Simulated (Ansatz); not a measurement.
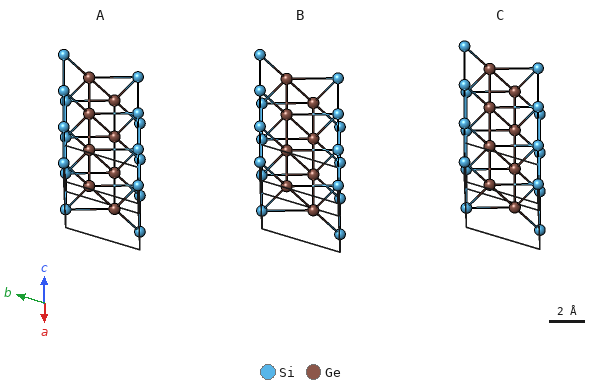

3 geometries from one relaxation of solid SiGe2 (a generated structure, set up in P6/mmm) (coarse preliminary run), in shuffled order. Style: ball-and-stick. Shown: the cell of the calculation, repeated 1 × 1 × 4 with one cell outlined, from a free direction.

Method: DFT PBE, scalar-relativistic, plane waves, PAW in Ansatz. Set-up: plane-wave cutoff 420 eV; k-point mesh 6 × 6 × 8; occupations gaussian; smearing width 0.1 eV; no spin polarisation; cell and atoms relaxed; force threshold 0.04 eV/Å; at most 70 steps.

### Put them in the order of the run, from the start to the converged end.

B, A, C. They are steps 0, 1, 5, at +82.4 meV per atom, +52.4 meV per atom relative to the last. No atom moves by more than 0.005 Å relative to the cell. The volume changes by −4.3 %, with a = b 5.138 → 4.838 Å (−5.8 %), c 2.469 → 2.665 Å (+7.9 %). Some distances before and after: Ge–Ge 2.469 → 2.665 Å, Si–Si 2.469 → 2.665 Å, Ge–Ge 2.967 → 2.793 Å, Ge–Si 2.967 → 2.793 Å. The space group stays P6/mmm (No. 191). The energy falls by 82.4 meV per atom in 4 accepted moves (5 points after the start). All forces vanish by symmetry, so only the cell relaxes. The pressure goes from −2.63 to −0.04 GPa. The SCF was repeated once at an unchanged geometry on a basis and grid sized afresh for the cell, which shifted the energy by less than 0.05 meV per atom at most. Cost: 14 s on 1 thread of Arm Neoverse V1, with other jobs on the host, peak memory 0.34 GiB.
